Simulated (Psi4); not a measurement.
# GeH2F (SMILES [F][GeH2]) at UB3LYP/6-31G(d) (spherical functions)

Aim: the vertical doublet–quartet gap of GeH2F at UB3LYP/6-31G* (spherical functions), from 2 runs. 

The results are computed with Psi4 1.11.

2 further runs of the same task are left out: 2 set aside as unsound or not needed.

## Step 1: The structure to begin with

The species is GeH2F (4 atoms), meant as a doublet with charge 0. As SMILES, `[F][GeH2]`. Geometry: relaxed at PBE0-D4/def2-TZVP.

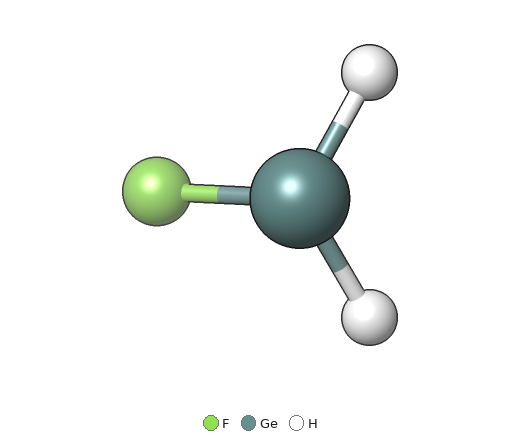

Viewed from a chosen angle; fluorine green, germanium teal, hydrogen white.

## Step 2: Energy and gradient at UB3LYP/6-31G(d) (spherical functions)

input.json

```json
{
  "schema_name": "qcschema_input",
  "schema_version": 1,
  "molecule": {
    "schema_name": "qcschema_molecule",
    "schema_version": 2,
    "symbols": ["F", "Ge", "H", "H"],
    "geometry": [0.26116015, -1.10624567, 2.72498507, 0.57768928, -0.42178687, -0.48584859, -2.03863654, -0.99739745, -1.66673844, 1.30466692, 2.41129054, -0.61057051],
    "molecular_charge": 0,
    "molecular_multiplicity": 2,
    "fix_symmetry": "c1"
  },
  "driver": "gradient",
  "model": {
    "method": "b3lyp",
    "basis": "6-31G*"
  },
  "keywords": {
    "reference": "uks",
    "puream": true,
    "e_convergence": 1e-09,
    "d_convergence": 1e-08,
    "scf_type": "pk",
    "dft_radial_points": 99,
    "dft_spherical_points": 590,
    "maxiter": 200
  }
}
```

Launch:

```
psi4 --qcschema input.json -n 1 --memory 1600MB
```

stdout:

```text
[...]
  Running in c1 symmetry.
[...]
  Nuclear repulsion =  113.015982837946936
[...]
  Multiplicity = 2
[...]
  Nalpha       = 22
  Nbeta        = 21
[...]
    Number of basis functions: 50
[...]
   @UKS iter   1: -2176.46096287672572   -2.19264e+00   5.31745e-02 ADIIS/DIIS
[...]
   @UKS iter  12: -2177.77948120422798   -4.54747e-13   5.00436e-09 DIIS
[...]
   @S^2 Observed:                7.511761117E-01
[...]
    Orbital Energies [Eh]
    ---------------------
    Alpha Occupied:
       1A   -398.761824     2A    -49.837683     3A    -44.362430
       4A    -44.361193     5A    -44.360521     6A    -24.659930
       7A     -6.269849     8A     -4.442083     9A     -4.440484
      10A     -4.437481    11A     -1.256871    12A     -1.244166
      13A     -1.242873    14A     -1.240964    15A     -1.240827
      16A     -1.126449    17A     -0.565610    18A     -0.423456
      19A     -0.412434    20A     -0.397427    21A     -0.345556
      22A     -0.231096
    Alpha Virtual:
      23A     -0.010633    24A      0.058005    25A      0.074248
[...]
  @UKS Final Energy: -2177.77948120422798
   => Energetics <=
    Nuclear Repulsion Energy =            113.0159828379469360
    One-Electron Energy =               -3259.4266356017151338
    Two-Electron Energy =                1041.2880641744807235
    DFT Exchange-Correlation Energy =     -72.6568926149408867
    Empirical Dispersion Energy =           0.0000000000000000
    VV10 Nonlocal Energy =                  0.0000000000000000
    Total Energy =                      -2177.7794812042279773
[...]
 Multipole Moments:
 ------------------------------------------------------------------------------------
     Multipole            Electronic (a.u.)      Nuclear  (a.u.)        Total (a.u.)
 ------------------------------------------------------------------------------------
 L = 1.  Multiply by 2.5417464519 to convert [e a0] to [Debye]
 Dipole X            :          1.1881154           -1.1518731            0.0362423
 Dipole Y            :         -0.7650324            0.9567052            0.1916728
 Dipole Z            :         -1.2913022            0.5581968           -0.7331054
 Magnitude           :                                                    0.7586142
[...]
  -Total Gradient:
     Atom            X                  Y                   Z
    ------   -----------------  -----------------  -----------------
       1        0.000424417700     0.001533842806    -0.006298243649
       2       -0.004734194046     0.003844784335     0.002650884257
       3        0.004820890725     0.000035705204     0.002665046198
       4       -0.000511418005    -0.005413741402     0.000981374131
[...]
```

The result, in JSON:

```text
{
 "driver": "gradient",
 "model": {
  "method": "b3lyp",
  "basis": "6-31G*"
 },
 "success": true,
 "return_result": [0.0004244177003954325, 0.00153384280624521, -0.006298243649484003, -0.004734194046254012, 0.0038447843350550986, 0.002650884257030639, 0.0048208907249683575, 3.570520379497094e-05, 0.0026650461981842857, -0.0005114180054103731, -0.005413741402205158, 0.0009813741312746814],
 "properties": {
  "calcinfo_nbasis": 50,
  "calcinfo_nmo": 50,
  "calcinfo_nalpha": 22,
  "calcinfo_nbeta": 21,
  "calcinfo_natom": 4,
  "nuclear_repulsion_energy": 113.01598283794694,
  "return_energy": -2177.779481204228,
  "return_gradient": [0.0004244177003954325, 0.00153384280624521, -0.006298243649484003, -0.004734194046254012, 0.0038447843350550986, 0.002650884257030639, 0.0048208907249683575, 3.570520379497094e-05, 0.0026650461981842857, -0.0005114180054103731, -0.005413741402205158, 0.0009813741312746814],
  "scf_one_electron_energy": -3259.426635601715,
  "scf_two_electron_energy": 1041.2880641744807,
  "scf_xc_energy": -72.65689261494089,
  "scf_dipole_moment": [0.0362422746787292, 0.19167276641230857, -0.7331054028430652],
  "scf_total_energy": -2177.779481204228,
  "scf_total_gradient": [0.0004244177003954325, 0.00153384280624521, -0.006298243649484003, -0.004734194046254012, 0.0038447843350550986, 0.002650884257030639, 0.0048208907249683575, 3.570520379497094e-05, 0.0026650461981842857, -0.0005114180054103731, -0.005413741402205158, 0.0009813741312746814],
  "scf_iterations": 12
 }
}
```

Wall time 9 s (1 thread of Intel Xeon 6975P-C (Granite Rapids), shared host); peak memory 0.51 GiB.

## Step 3: The quartet, same level

job.inp

```
memory 1.6 GB

molecule {
  0 4
  F
  Ge 1 1.745333
  H 2 1.549233 1 105.43283
  H 2 1.549177 3 113.26639 1 -114.78603
  units angstrom
  symmetry c1
  no_reorient
  no_com
}

set {
  basis 6-31G*
  reference uks
  puream true
  e_convergence 1e-09
  d_convergence 1e-08
  scf_type pk
  dft_radial_points 99
  dft_spherical_points 590
  maxiter 200
}

energy_value, wavefunction = gradient("b3lyp", return_wfn=True)
oeprop(wavefunction, "MULLIKEN_CHARGES", "QUADRUPOLE", "DIPOLE", title="B3LYP")
```

Launch:

```
psi4 job.inp job.out -n 1
```

job.out:

```text
[...]
  Running in c1 symmetry.
[...]
  Nuclear repulsion =  113.015962287385662
[...]
  Multiplicity = 4
[...]
  Nalpha       = 23
  Nbeta        = 20
[...]
    Number of basis functions: 50
[...]
   @UKS iter   1: -2176.05899513119493   -1.79067e+00   5.41181e-02 DIIS/ADIIS
[...]
   @UKS iter  16: -2177.51385127525464    0.00000e+00   7.25544e-09 DIIS
[...]
   @S^2 Observed:                3.757841438E+00
[...]
  @UKS Final Energy: -2177.51385127525464
   => Energetics <=
    Nuclear Repulsion Energy =            113.0159622873856620
    One-Electron Energy =               -3258.2285573983590439
    Two-Electron Energy =                1040.2757155315873661
    DFT Exchange-Correlation Energy =     -72.5769716958683944
    Empirical Dispersion Energy =           0.0000000000000000
    VV10 Nonlocal Energy =                  0.0000000000000000
    Total Energy =                      -2177.5138512752546376
[...]
  -Total Gradient:
     Atom            X                  Y                   Z
    ------   -----------------  -----------------  -----------------
       1       -0.004332486152     0.002499248807     0.083491691065
       2        0.043636154101    -0.025140477836    -0.070120202353
       3       -0.013279774606     0.022370697597    -0.006682292338
       4       -0.026023542176     0.000270330864    -0.006688473680
[...]
 Multipole Moments:
 ------------------------------------------------------------------------------------
     Multipole            Electronic (a.u.)      Nuclear  (a.u.)        Total (a.u.)
 ------------------------------------------------------------------------------------
 L = 1.  Multiply by 2.5417464519 to convert [e a0] to [Debye]
 Dipole X            :         -0.9121153            1.3270994            0.4149841
 Dipole Y            :          0.5256944           -0.7649073           -0.2392129
 Dipole Z            :          0.7638799           -0.4554162            0.3084636
 Magnitude           :                                                    0.5697231
 L = 2.  Multiply by 1.3450342976 to convert [e a0^2] to [Debye ang]
 Quadrupole XX       :        -23.2679267            5.8641908          -17.4037359
 Quadrupole XY       :         -2.5496587            3.5106510            0.9609923
[...]
  Mulliken Charges: (a.u.)
   Center  Symbol    Alpha    Beta     Spin     Total
       1     F     4.80080  4.35194  0.44887 -0.15274
       2    GE    17.02945 15.20357  1.82588 -0.23302
       3     H     0.58489  0.22223  0.36265  0.19288
       4     H     0.58486  0.22226  0.36260  0.19289
   Total alpha = 23.00000, Total beta = 20.00000, Total charge = -0.00000
    Psi4 run time: 0:00:08.94
```

Run time: 9.9 s. Hardware: 1 thread of Intel Xeon 6975P-C (Granite Rapids), shared host; peak memory 0.5 GiB.

## Step 4: Outcome

Level: UB3LYP/6-31G* (spherical functions).

| quantity | value |
| --- | --- |
| doublet: total energy | -2177.77948 Eh |
| doublet: dipole moment | 1.93 D |
| doublet: HOMO energy (highest over α and β) | -6.29 eV |
| doublet: LUMO energy (lowest over α and β) | -3.46 eV |
| doublet: ⟨S²⟩ | 0.751 |
| doublet: largest force on an atom | 0.342 eV/Å |
| quartet: total energy | -2177.51385 Eh |
| quartet: dipole moment | 1.45 D |
| quartet: HOMO energy (highest over α and β) | -2.36 eV |
| quartet: ⟨S²⟩ | 3.758 |
| quartet: largest force on an atom | 4.439 eV/Å |
| vertical energy of the quartet above the doublet | 7.228 eV |

At this shape the quartet lies 7.23 eV (167 kcal/mol) above the doublet. The largest force (doublet) is 0.34 eV/Å: the shape isn't a stationary point for this species at this level. Mulliken charges (quartet) run from -0.23 on Ge2 to +0.19 on H4; they depend strongly on the basis.
